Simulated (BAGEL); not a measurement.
# UHF/STO-3G (density fitting with qzvpp-jkfit) run of SiNH4O (SMILES N[SiH]O)

What is the vertical ionisation energy of SiNH4O at UHF/STO-3G (density fitting with qzvpp-jkfit)? 

The results are computed with BAGEL 1.2.2.

3 further runs of the same task are left out: 2 that didn't finish, 1 set aside as unsound or not needed. Runs told in other sessions of the task aren't counted.

## 1. Starting point

The species is SiNH4O (7 atoms), meant as a doublet with charge 0. As SMILES, `N[SiH]O`. Geometry: relaxed at PBE0-D4/def2-TZVP. This is one conformer, not always the lowest.

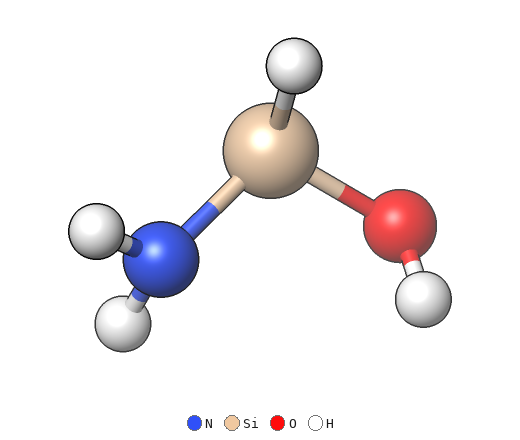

The structure, seen from a chosen angle (nitrogen blue, silicon light orange, oxygen red, hydrogen white).

## 2. A single-point energy at UHF/STO-3G (density fitting with qzvpp-jkfit)

File calc.json:

```json
{ "bagel": [

{
  "title": "molecule",
  "basis": "sto-3g",
  "df_basis": "qzvpp-jkfit",
  "angstrom": true,
  "geometry": [
    { "atom": "N", "xyz": [      -0.694900,       0.548300,      -0.575200 ] },
    { "atom": "Si", "xyz": [       0.293100,       0.159000,       0.781300 ] },
    { "atom": "O", "xyz": [       1.622900,      -0.672400,       0.270300 ] },
    { "atom": "H", "xyz": [      -0.355900,       1.168100,      -1.294800 ] },
    { "atom": "H", "xyz": [      -1.685800,       0.673200,      -0.432900 ] },
    { "atom": "H", "xyz": [      -0.599100,      -0.661900,       1.664700 ] },
    { "atom": "H", "xyz": [       1.480900,      -1.282400,      -0.459000 ] }
  ]
},

{ "title": "uhf", "nopen": 1 },

{ "title": "print", "file": "orbitals.molden", "orbitals": true }

]}
```

The run is started by

```console
$ BAGEL_NUM_THREADS=1 BAGEL calc.json > calc.out
```

Log:

```text
* using 1 threads per process

  ===============================================================
  ===============================================================

  *** Geometry ***

  { "atom" : "N", "xyz" : [     -1.313171,      1.036137,     -1.086970 ] },
  { "atom" : "Si", "xyz" : [      0.553879,      0.300466,      1.476443 ] },
  { "atom" : "O", "xyz" : [      3.066837,     -1.270652,      0.510793 ] },
  { "atom" : "H", "xyz" : [     -0.672554,      2.207389,     -2.446817 ] },
  { "atom" : "H", "xyz" : [     -3.185700,      1.272164,     -0.818062 ] },
  { "atom" : "H", "xyz" : [     -1.132135,     -1.250810,      3.145827 ] },
  { "atom" : "H", "xyz" : [      2.798495,     -2.423385,     -0.867384 ] },

  Number of auxiliary basis functions:      354

  Since a DF basis is specified, we compute 2- and 3-index integrals:
    o Being stored without compression. Storage requirement is 0.001 GB

  Number of basis functions:       23
  Number of electrons      :       33

    * METHOD: MOLECULE                             0.07

  *** Open-shell HF ***

  === Nuclear Repulsion ===
   111.0336687933

      * DIIS with orbital gradients will be used.

  === UHF iteration (sto-3g) ===
      0       -415.40626062          0.03610979           0.01
      1       -415.46812734          0.00819014           0.01
      2       -415.47291220          0.00244829           0.01
      3       -415.47351634          0.00095994           0.01
      4       -415.47377163          0.00026662           0.01
      5       -415.47381285          0.00005228           0.01
      6       -415.47381672          0.00002161           0.01
      7       -415.47381790          0.00001200           0.01
      8       -415.47381837          0.00000407           0.01
      9       -415.47381841          0.00000130           0.01
     10       -415.47381841          0.00000060           0.01
     11       -415.47381841          0.00000022           0.01
     12       -415.47381841          0.00000005           0.01
     13       -415.47381841          0.00000002           0.01
     14       -415.47381841          0.00000001           0.01
     15       -415.47381841          0.00000001           0.01
    * SCF iteration converged.

    * S^2 (UHF) is 0.7526

    * Permanent dipole moment:
           (    0.388129,    -0.478289,     0.056198) a.u.

    * METHOD: UHF                                  0.22

    * METHOD: PRINT                                0.00

  ===============================================================
```

Wall time 0.4 s (1 thread of Arm Neoverse V2, shared host).

## 3. The singlet cation at the same level

File hf.json:

```json
{ "bagel" : [

{
  "title" : "molecule",
  "basis" : "sto-3g",
  "df_basis" : "qzvpp-jkfit",
  "angstrom" : "true",
  "geometry" : [
    { "atom" : "N", "xyz" : [      -0.694900,       0.548300,      -0.575200 ] },
    { "atom" : "Si", "xyz" : [       0.293100,       0.159000,       0.781300 ] },
    { "atom" : "O", "xyz" : [       1.622900,      -0.672400,       0.270300 ] },
    { "atom" : "H", "xyz" : [      -0.355900,       1.168100,      -1.294800 ] },
    { "atom" : "H", "xyz" : [      -1.685800,       0.673200,      -0.432900 ] },
    { "atom" : "H", "xyz" : [      -0.599100,      -0.661900,       1.664700 ] },
    { "atom" : "H", "xyz" : [       1.480900,      -1.282400,      -0.459000 ] }
  ]
},

{
  "title" : "hf",
  "charge" : 1
},

{
  "title" : "print",
  "file" : "orbitals.molden",
  "orbitals" : "true"
}

]}
```

The run is started by

```console
$ BAGEL_NUM_THREADS=1 BAGEL hf.json > hf.out
```

Log:

```text
* using 1 threads per process

  ===============================================================
  ===============================================================

  *** Geometry ***

  { "atom" : "N", "xyz" : [     -1.313171,      1.036137,     -1.086970 ] },
  { "atom" : "Si", "xyz" : [      0.553879,      0.300466,      1.476443 ] },
  { "atom" : "O", "xyz" : [      3.066837,     -1.270652,      0.510793 ] },
  { "atom" : "H", "xyz" : [     -0.672554,      2.207389,     -2.446817 ] },
  { "atom" : "H", "xyz" : [     -3.185700,      1.272164,     -0.818062 ] },
  { "atom" : "H", "xyz" : [     -1.132135,     -1.250810,      3.145827 ] },
  { "atom" : "H", "xyz" : [      2.798495,     -2.423385,     -0.867384 ] },

  Number of auxiliary basis functions:      354

  Since a DF basis is specified, we compute 2- and 3-index integrals:
    o Being stored without compression. Storage requirement is 0.001 GB

  Number of basis functions:       23
  Number of electrons      :       33

    * METHOD: MOLECULE                             0.07

  *** RHF ***

  === Nuclear Repulsion ===
   111.0336687933

      * DIIS with orbital gradients will be used.

  === RHF iteration (sto-3g) ===
      0       -415.21492125          0.01957911           0.01
      1       -415.27905046          0.00711274           0.01
      2       -415.28673130          0.00108610           0.01
      3       -415.28710463          0.00044698           0.01
      4       -415.28715423          0.00014562           0.01
      5       -415.28716654          0.00005486           0.01
      6       -415.28716854          0.00001293           0.01
      7       -415.28716865          0.00000508           0.01
      8       -415.28716867          0.00000197           0.01
      9       -415.28716867          0.00000071           0.01
     10       -415.28716867          0.00000028           0.01
     11       -415.28716867          0.00000009           0.01
     12       -415.28716867          0.00000005           0.01
     13       -415.28716867          0.00000002           0.01
     14       -415.28716867          0.00000001           0.01
    * SCF iteration converged.

    * Permanent dipole moment:
           (    0.764770,    -0.862211,    -0.355955) a.u.

    * METHOD: HF                                   0.13

    * METHOD: PRINT                                0.00

  ===============================================================
```

Run time: 0.32 s. Hardware: 1 thread of Arm Neoverse V2, shared host.

## 4. Summary of results

At UHF/STO-3G (density fitting with qzvpp-jkfit):

| quantity | value |
| --- | --- |
| doublet SiNH4O: total energy | -415.47382 Eh |
| doublet SiNH4O: dipole moment | 1.57 D |
| doublet SiNH4O: ⟨S²⟩ | 0.753 |
| singlet cation: total energy | -415.28717 Eh |
| singlet cation: HOMO energy | -15.84 eV |
| singlet cation: LUMO energy | -4.28 eV |
| singlet cation: HOMO–LUMO gap | 11.56 eV |
| vertical ionisation energy (to the singlet cation) | 5.079 eV |

**Reading.** Removing an electron at fixed nuclei costs 5.08 eV (490 kJ/mol). In a minimal basis such a difference can be off by several eV, whatever the method.
